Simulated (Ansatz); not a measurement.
```json
{"atom": "V", "x (Å)": "-1.0872", "y (Å)": "-0.2688", "z (Å)": "-0.0604"}
{"atom": "O", "x (Å)": "0.5089", "y (Å)": "0.1163", "z (Å)": "0.7350"}
{"atom": "O", "x (Å)": "0.5783", "y (Å)": "0.1525", "z (Å)": "-0.6746"}
```

Geometry: PBE-D4/def2-TZVP; ⟨S²⟩ = 3.89, above the pure value of 3.75.

Method: UKS PBE0-D4/def2-TZVP in Ansatz 0.2.0.

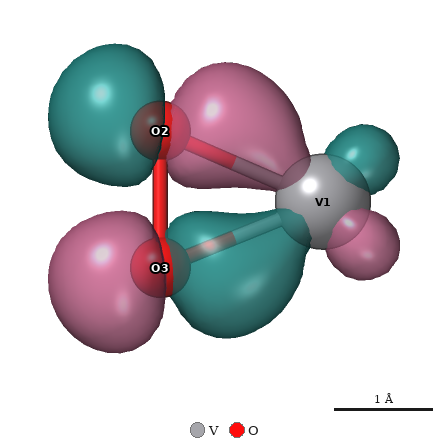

O2V (quartet). The HOMO−1 (β) at ±0.15 Å⁻³ᐟ² (teal and pink are the two phases), seen across its widest extent.

Where does this orbital lie, and at what energy?

Answer. It lies mainly on O2 (about 40 %), O3 (about 40 %) and V1 (about 20 %); it is symmetric in the molecular plane (an in-plane orbital: σ, lone-pair or in-plane π type). Its energy is −8.09 eV.
